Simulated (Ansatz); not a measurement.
**Ruthenium, omega (AlB2-type) under BLYP: from relaxation to bulk modulus**

Aim: take ruthenium in the omega (AlB2-type) structure, relax it, solve it on a dense k-mesh, then scale the cell to 7 volumes from 88 to 112 % of the relaxed one and try a fit of the equation of state. Spin polarisation is left out. The k-meshes are 9×9×12 for the relaxation; 11×11×15 for the dense run; 10×10×13 for the volumes.

Method: DFT BLYP, plane waves (420 eV) with PAW, scalar-relativistic; the PAW data stem from PBE, with regenerated cores, in Ansatz 0.2.0.

### 1 The system as given

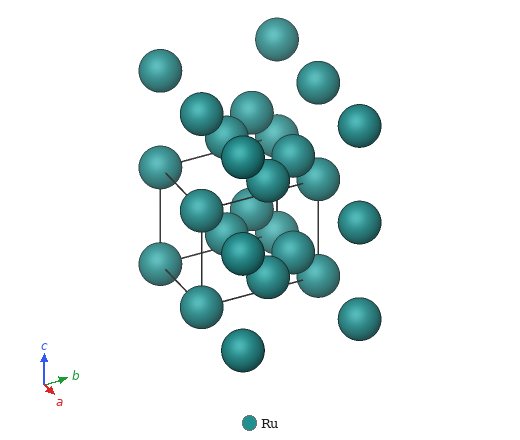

The structure, seen slightly off an axis (ruthenium teal). 2×1×2 cells are drawn. Any atoms on the faces are drawn again on the opposite ones.

Coordinates:

```cif
data_structure
_symmetry_space_group_name_H-M 'P 1'
_symmetry_Int_Tables_number 1
_cell_length_a 4.2469
_cell_length_b 4.2469
_cell_length_c 2.6034
_cell_angle_alpha 90.000
_cell_angle_beta 90.000
_cell_angle_gamma 120.000
_cell_volume 40.66
loop_
_atom_site_label
_atom_site_type_symbol
_atom_site_fract_x
_atom_site_fract_y
_atom_site_fract_z
_atom_site_occupancy
Ru1 Ru 0.00000 0.00000 0.00000 1
Ru2 Ru 0.33333 0.66667 0.50000 1
Ru3 Ru 0.66667 0.33333 0.50000 1
```

### 2 Relaxation of the cell

The input, input.yaml:

```yaml
crystal:
  lattice:
    - [4.2469224303, 0.0, 0.0]
    - [-2.1234612151, 3.6779427125, 0.0]
    - [0.0, 0.0, 2.6033634498]
  atoms:
    - { symbol: Ru, position: [0.0, 0.0, 0.0] }
    - { symbol: Ru, position: [0.3333333333, 0.6666666667, 0.5] }
    - { symbol: Ru, position: [0.6666666667, 0.3333333333, 0.5] }
hamiltonian:
  xc: blyp
  pseudopotentials:
    kind: paw
    azcp:
      Ru: "pseudopotentials/Ru.paw.azcp"
basis:
  ecutwfc: 420
  fft_grid_basis: typed
kpoints:
  mp_grid: { grid: [9, 9, 12], shift: [0, 0, 0] }
magnetization:
  spin_polarized: false
scf:
  occupations: { method: fermi_dirac, width: 0.1 }
relax:
  max_steps: 60
  f_tol: 0.01
  cell: {}
```

Launch:

```console
$ ansatz run input.yaml --threads 2 --pin off --max-ram 5120MiB --backend cpu --events-out ev --progress --plain --runs-dir out
```

Standard output (excerpt; [...] marks lines left out):

```text
Warning: RAYON_NUM_THREADS=2 ignored (pool sized by the plan → 2); use --threads N
[...]
Pseudopotentials: kind: paw
Pseudopotential: Ru, paw, valence charge 16, recommended cutoff 420 eV (normal), <dir>
Functional definition: BLYP
[...]
Crystal: 3 atoms, lattice volume = 40.664 Å³
Basis set: ecut = 420 eV, 783 PW (Γ), exchange–correlation on 60×60×36 points (8 copies of the dense FFT grid, shifted against one another)
Bands: 29, of which v1, the nominal top of the filled ones, is band 24 counted from 1 (23 counted from 0)
Symmetry: 24 space group operations
Space group: P6/mmm (ITA 191), of the structure as read, at distance tolerance 3.4e-5 Å
k-points: 84 of 972
[...]
SCF iter   1: F=—  HF=-17676.427672 eV  |F-HF|=—  |Δ(HF+E_count)|=         —  Δρ=1.71e-2  dr2=1.02e-1  ethr=1.77e-3  ⟨swp⟩=4.9  Hψ=8811  notcnv=0
[...]
relax step   1: F+E_penalty+E_count = -17676.40590152 eV  Δ(F+E_penalty+E_count) = +0.000e0 eV  max|allowed force component| = 3.701e-17 eV/Å  Δτ_max = 0.0000 Å  P = +27.021 GPa  Ω = 40.664 Å³  (6 SCF iters, dr2 threshold 1.00e-7 eV, accepted)
[...]
relax step   7: F+E_penalty+E_count = -17676.71621928 eV  Δ(F+E_penalty+E_count) = -4.571e-6 eV  max|allowed force component| = 5.397e-17 eV/Å  Δτ_max = 0.0000 Å  P = +0.002 GPa  Ω = 44.412 Å³  energy of the carried Pulay correction = -4.609e-6 eV  (6 SCF iters, dr2 threshold 7.05e-8 eV, accepted)
[...]
relax step   8: F+E_penalty+E_count = -17676.71622656 eV  Δ(F+E_penalty+E_count) = -7.283e-6 eV  max|allowed force component| = 6.168e-17 eV/Å  Δτ_max = 0.0000 Å  P = +0.002 GPa  Ω = 44.412 Å³  stress off target by 3.57e-3 GPa  SCF on the basis re-selected at this cell (its energy is not [...]
SCF converged after 8 iterations
Free energy (F): -17676.716227 eV
[...]
E sigma→0 (E₀):  -17676.651796 eV
Entropy (-TS):   -0.128861 eV (-42.954 meV/atom)
Fermi energy:    21.804588 eV
[...]
--- Forces (eV/Å), atoms counted from 1 ---
  atom   1  Ru    -0.00000000     0.00000000     0.00000000
  atom   2  Ru     0.00000000    -0.00000000    -0.00000000
  atom   3  Ru    -0.00000000     0.00000000     0.00000000
[...]
--- Stress (GPa, compression-positive) ---
        0.000604      -0.000000       0.000000
       -0.000000       0.000604       0.000000
        0.000000       0.000000       0.003568
  P = ⅓ Tr σ = 0.0016 GPa (0.016 kbar)
--- Band table (eV; the first three rows and the last of 84) ---
[...]
--- Relaxed structure (6 steps of the walk, 6 accepted, 2 SCFs on fresh bases) ---
  F+E_penalty+E_count = -17676.71622656 eV   max|allowed force component| = 6.168e-17 eV/Å   (the final SCF, on the basis selected at the relaxed cell)
  cell:  # Å, volume = 44.4124 Å³
    - [4.331977157885457, -2.944560255508214e-11, 0.0]
    - [-2.165988578917228, 3.7516022673574407, 0.0]
    - [0.0, 0.0, 2.7327605311815524]
  atoms:
    - { symbol: Ru, position: [2.427539046510841e-35, 1.3672907573787688e-34, 0.0] }
    - { symbol: Ru, position: [0.3333333333333333, 0.6666666666666665, 0.5] }
    - { symbol: Ru, position: [0.6666666666666666, 0.33333333333333326, 0.5] }
```

It took 16 s on 2 threads of Intel Xeon Platinum 8488C (Sapphire Rapids), shared host; peak memory 0.45 GiB.

Relaxation path:

```tsv
step	energy change (meV/atom)	largest force (eV/Å)	pressure (GPa)	volume (Å³/atom)
1	0.00	0.0000	27.02	13.555
2	-98.35	0.0000	-4.17	15.043
3	-102.46	0.0000	-0.74	14.837
4	-102.79	0.0000	0.14	14.790
5	-102.80	0.0000	0.00	14.798
6	-103.44	0.0000	0.09	14.798
7	-103.44	0.0000	0.00	14.804
8	-103.44	0.0000	0.00	14.804
```

Steps that repeat a cell are solved on a basis chosen anew, so their changes of energy are no gain of the relaxation.

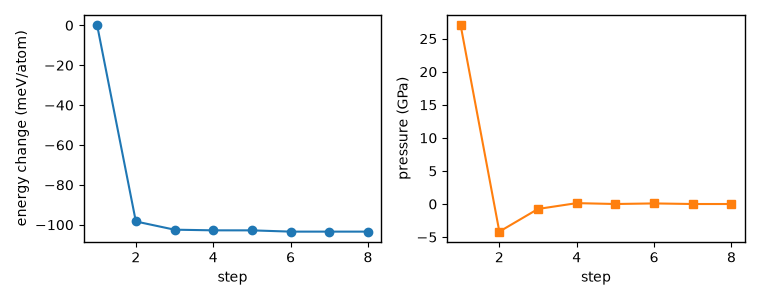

Energy and pressure over the accepted steps.

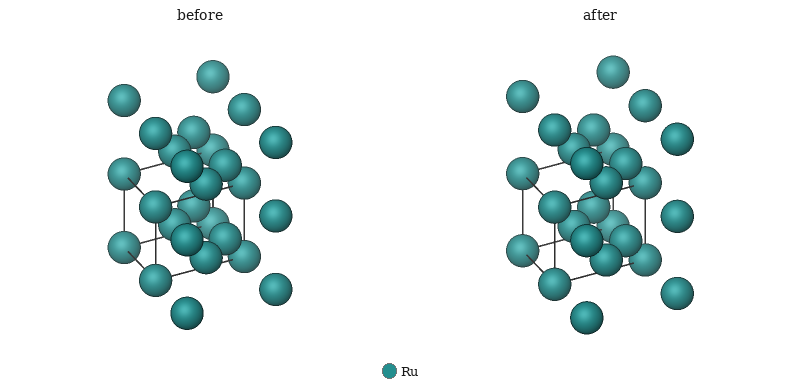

Before and after, at one scale. The cells drawn are those of the first picture.

The cell of the run, before and after:

|  | before | after | change |
| --- | --- | --- | --- |
| a (Å) | 4.247 | 4.332 | +2.0 % |
| b (Å) | 4.247 | 4.332 | +2.0 % |
| c (Å) | 2.603 | 2.733 | +5.0 % |
| volume (Å³/atom) | 13.555 | 14.804 | +9.2 % |
| shortest distance (Å) | 2.452 | 2.501 | +2.0 % |
| space group (spins left aside) | P6/mmm | P6/mmm | same |

### 3 Single point on a dense mesh

The input, input.yaml:

```yaml
crystal:
  lattice:
    - [4.3319771579, 0.0, 0.0]
    - [-2.1659885789, 3.7516022674, 0.0]
    - [0.0, 0.0, 2.7327605312]
  atoms:
    - { symbol: Ru, position: [0.0, 0.0, 0.0] }
    - { symbol: Ru, position: [0.3333333333, 0.6666666667, 0.5] }
    - { symbol: Ru, position: [0.6666666667, 0.3333333333, 0.5] }
hamiltonian:
  xc: blyp
  pseudopotentials:
    kind: paw
    azcp:
      Ru: "pseudopotentials/Ru.paw.azcp"
basis:
  ecutwfc: 420
  fft_grid_basis: typed
kpoints:
  mp_grid: { grid: [11, 11, 15], shift: [0, 0, 0] }
magnetization:
  spin_polarized: false
scf:
  occupations: { method: fermi_dirac, width: 0.1 }
output:
  write_density: true
  write_potential: true
  elf: true
  volumetric_format: npy
```

Launch:

```console
$ ansatz run input.yaml --threads 2 --pin off --max-ram 5120MiB --backend cpu --events-out ev --progress --plain --runs-dir out
```

Standard output (excerpt; [...] marks lines left out):

```text
Warning: RAYON_NUM_THREADS=2 ignored (pool sized by the plan → 2); use --threads N
[...]
[... 3 set-up lines as earlier in the session ...]
[...]
Crystal: 3 atoms, lattice volume = 44.412 Å³
Basis set: ecut = 420 eV, 915 PW (Γ), exchange–correlation on 60×60×40 points (8 copies of the dense FFT grid, shifted against one another)
Bands: 29, of which v1, the nominal top of the filled ones, is band 24 counted from 1 (23 counted from 0)
[... 1 set-up line as earlier in the session ...]
Space group: P6/mmm (ITA 191), of the structure as read, at distance tolerance 3.5e-5 Å
k-points: 128 of 1815
[...]
SCF iter   1: F=—  HF=-17676.735848 eV  |F-HF|=—  |Δ(HF+E_count)|=         —  Δρ=1.65e-2  dr2=1.07e-1  ethr=1.77e-3  ⟨swp⟩=4.6  Hψ=12709  notcnv=0
[...]
SCF iter   6: F=-17676.715697 eV  HF=-17676.715697 eV  |F-HF|=2.99e-8  |Δ(HF+E_count)|=   3.16e-7  Δρ=1.44e-5  dr2=6.23e-8  ethr=2.08e-10  ⟨swp⟩=4.0  Hψ=10591  notcnv=0
[...]
SCF converged after 6 iterations
Free energy (F): -17676.715697 eV
[...]
E sigma→0 (E₀):  -17676.650102 eV
Entropy (-TS):   -0.131190 eV (-43.730 meV/atom)
Fermi energy:    21.804667 eV
[...]
--- Band table (eV; the first three rows and the last of 128) ---
[...]
```

Run time: 3.8 s. Hardware: 2 threads of Intel Xeon Platinum 8488C (Sapphire Rapids), shared host; peak memory 0.46 GiB.

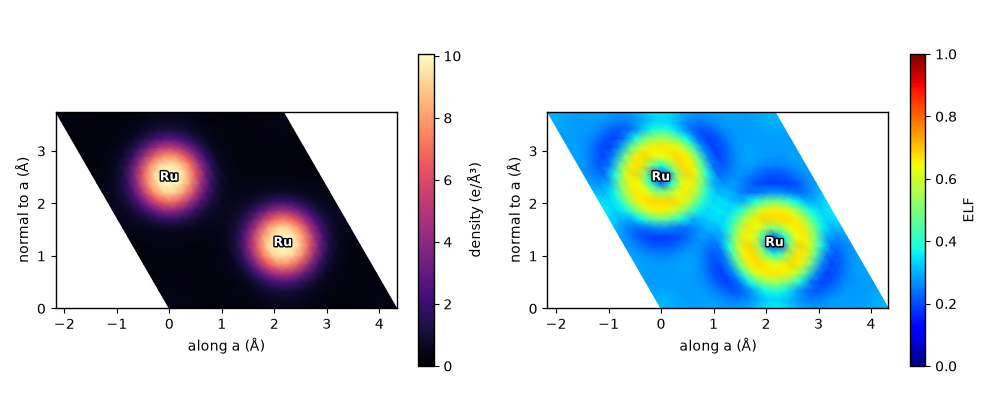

Density (left) and ELF (right) in a lattice plane of the grid's cell (edges 4.33 and 4.33 Å, at 0.500 of the third edge), which holds Ru. Only atoms in the plane are labelled. Both are smooth fields of the valence electrons: close to the nuclei they are not physical.

### 4 Equation of state: 88 %

Edit input.yaml of step 3 so:

```diff
@@ -2,5 +2,5 @@
   lattice:
-    - [4.3319771579, 0.0, 0.0]
-    - [-2.1659885789, 3.7516022674, 0.0]
-    - [0.0, 0.0, 2.7327605312]
+    - [4.1512642749, 0.0, 0.0]
+    - [-2.0756321374, 3.5951003199, 0.0]
+    - [0.0, 0.0, 2.6187606147]
   atoms:
@@ -19,3 +19,3 @@
 kpoints:
-  mp_grid: { grid: [11, 11, 15], shift: [0, 0, 0] }
+  mp_grid: { grid: [10, 10, 13], shift: [0, 0, 0] }
 magnetization:
@@ -24,3 +24,5 @@
   occupations: { method: fermi_dirac, width: 0.1 }
+  lower_state_search: "off"
 output:
+  stress: true
   write_density: true
```

Launch:

```console
$ ansatz run input.yaml --threads 2 --pin off --max-ram 5120MiB --backend cpu --events-out ev --progress --plain --runs-dir out
```

Standard output (excerpt; [...] marks lines left out):

```text
Warning: RAYON_NUM_THREADS=2 ignored (pool sized by the plan → 2); use --threads N
[...]
[... 3 set-up lines as earlier in the session ...]
[...]
Crystal: 3 atoms, lattice volume = 39.083 Å³
Basis set: ecut = 420 eV, 771 PW (Γ), exchange–correlation on 60×60×36 points (8 copies of the dense FFT grid, shifted against one another)
Bands: 29, of which v1, the nominal top of the filled ones, is band 24 counted from 1 (23 counted from 0)
[... 2 set-up lines as earlier in the session ...]
k-points: 98 of 1300
[...]
SCF iter   1: F=—  HF=-17676.089857 eV  |F-HF|=—  |Δ(HF+E_count)|=         —  Δρ=1.76e-2  dr2=1.00e-1  ethr=1.77e-3  ⟨swp⟩=5.1  Hψ=10635  notcnv=0
[...]
SCF iter   6: F=-17676.068045 eV  HF=-17676.068045 eV  |F-HF|=3.58e-9  |Δ(HF+E_count)|=   2.53e-7  Δρ=1.22e-5  dr2=2.70e-8  ethr=2.08e-10  ⟨swp⟩=8.6  Hψ=19635  notcnv=0
[...]
SCF converged after 6 iterations
Free energy (F): -17676.068045 eV
[...]
E sigma→0 (E₀):  -17676.015178 eV
Entropy (-TS):   -0.105733 eV (-35.244 meV/atom)
Fermi energy:    25.462047 eV
[...]
--- Stress (GPa, compression-positive) ---
       45.839166       0.000000       0.000000
        0.000000      45.839166       0.000000
        0.000000       0.000000      40.317653
  P = ⅓ Tr σ = 43.9987 GPa (439.987 kbar)
--- Band table (eV; the first three rows and the last of 98) ---
[...]
```

Run time: 2.8 s. Hardware: 2 threads of Intel Xeon Platinum 8488C (Sapphire Rapids), shared host; peak memory 0.43 GiB.

### 5 Equation of state: 92 %

Edit input.yaml of step 4 so:

```diff
@@ -2,5 +2,5 @@
   lattice:
-    - [4.1512642749, 0.0, 0.0]
-    - [-2.0756321374, 3.5951003199, 0.0]
-    - [0.0, 0.0, 2.6187606147]
+    - [4.2132325792, 0.0, 0.0]
+    - [-2.1066162896, 3.6487664456, 0.0]
+    - [0.0, 0.0, 2.6578523574]
   atoms:
@@ -27,5 +27 @@
   stress: true
-  write_density: true
-  write_potential: true
-  elf: true
-  volumetric_format: npy
```

Launch:

```console
$ ansatz run input.yaml --threads 2 --pin off --max-ram 5120MiB --backend cpu --events-out ev --progress --plain --runs-dir out
```

Standard output (excerpt; [...] marks lines left out):

```text
Warning: RAYON_NUM_THREADS=2 ignored (pool sized by the plan → 2); use --threads N
[...]
[... 3 set-up lines as earlier in the session ...]
[...]
Crystal: 3 atoms, lattice volume = 40.859 Å³
Basis set: ecut = 420 eV, 807 PW (Γ), exchange–correlation on 60×60×36 points (8 copies of the dense FFT grid, shifted against one another)
Bands: 29, of which v1, the nominal top of the filled ones, is band 24 counted from 1 (23 counted from 0)
[... 2 set-up lines as earlier in the session ...]
k-points: 98 of 1300
[...]
SCF iter   1: F=—  HF=-17676.472539 eV  |F-HF|=—  |Δ(HF+E_count)|=         —  Δρ=1.73e-2  dr2=1.03e-1  ethr=1.77e-3  ⟨swp⟩=4.9  Hψ=10365  notcnv=0
[...]
SCF iter   6: F=-17676.450852 eV  HF=-17676.450852 eV  |F-HF|=1.19e-8  |Δ(HF+E_count)|=   2.86e-7  Δρ=1.27e-5  dr2=3.69e-8  ethr=2.08e-10  ⟨swp⟩=4.0  Hψ=10462  notcnv=0
[...]
SCF converged after 6 iterations
Free energy (F): -17676.450852 eV
[...]
E sigma→0 (E₀):  -17676.394223 eV
Entropy (-TS):   -0.113259 eV (-37.753 meV/atom)
Fermi energy:    24.136701 eV
[...]
--- Stress (GPa, compression-positive) ---
       26.812880      -0.000000       0.000000
       -0.000000      26.812880       0.000000
        0.000000       0.000000      23.690236
  P = ⅓ Tr σ = 25.7720 GPa (257.720 kbar)
```

It took 2.4 s on 2 threads of Intel Xeon Platinum 8488C (Sapphire Rapids), shared host; peak memory 0.42 GiB.

[end of part 1 of 2]
